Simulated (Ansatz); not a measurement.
Base system: CuAu (space group P4/mmm, No. 123; a = 2.813 Å, c = 3.593 Å; relaxed with 0.1 eV smearing). Axes: x, y, z lie along a, b, c of the conventional cell.

Structures relaxed with PBEsol in Ansatz (plane waves to 420 eV, PAW, no spin-orbit coupling).

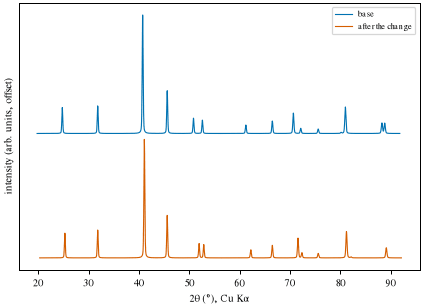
Fig. 1. Simulated powder patterns before (top) and after one change

### Question
Which of these changes matches the shifts?
(A) uniaxial strain ε_zz = −0.50 %
(B) uniaxial strain ε_zz = +3.00 %
(C) uniaxial strain ε_zz = +1.00 %
(D) uniaxial strain ε_zz = −2.00 %

### Answer
D, uniaxial strain ε_zz = −2.00 %. Its volume per atom is 13.93 Å³ against 14.21 Å³, and its space group is P4/mmm (No. 123).

Stability against distortions was not tested. The final runs are not spin-polarised.

Ansatz is a program for electronic structure.
